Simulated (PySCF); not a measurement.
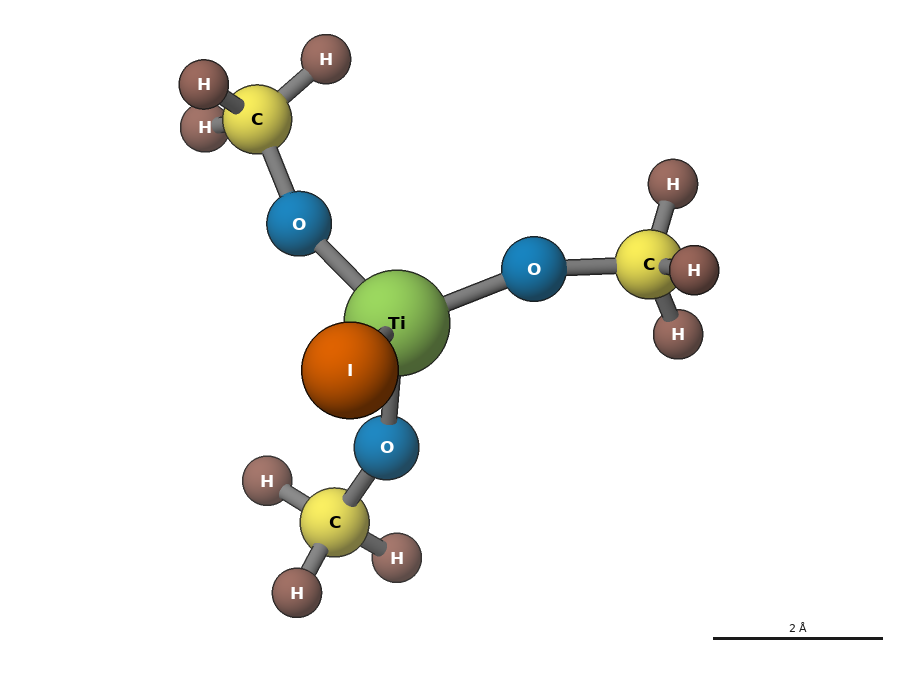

Rendered structure (ball-and-stick style). Every bond is drawn as one stick, whatever its order.

Charge 0, singlet. The computed structure is the end point of a PBE0-D3(BJ)/def2-SVP optimisation. No frequency run is at hand to confirm it as a minimum.

What is the molecular formula?

C3H9IO3Ti, 17 atoms: 3 carbon, 9 hydrogen, 1 iodine, 3 oxygen and 1 titanium.

Give a SMILES string for it.

C[O][Ti]([I])([O]C)[O]C

How many bonds of each kind are drawn?

9 C–H, 3 C–O, 3 O–Ti, 1 I–Ti.
